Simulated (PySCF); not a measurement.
```xyz
5

La    0.0000    0.0000   -0.2130
N     0.0000    0.0000    2.2648
H     0.9402    0.0000    2.7177
H    -0.4701    0.8142    2.7177
H    -0.4701   -0.8143    2.7177
```

Core potentials replace the inner electrons of La.

These are results of PySCF 2.14.0, RKS PBE0, La def2-SVP with ECP46, N def2-SVP, H def2-SVP; non-relativistic Hamiltonian with scalar-relativistic core potentials where named; density fitting, not measurements.

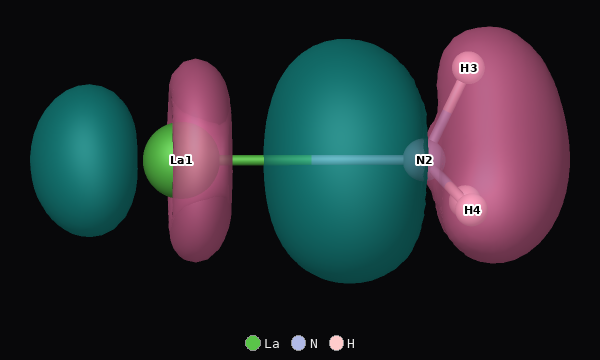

H3LaN (charge +3). One frontier orbital at ±0.1 Å⁻³ᐟ² (teal and pink are the two phases), seen across its widest extent.

Which orbital is it: HOMO or LUMO?

Answer. The HOMO, at −26.64 eV. Its weight (Hirshfeld) is mainly on N2 (about 65 %) and La1 (about 20 %).
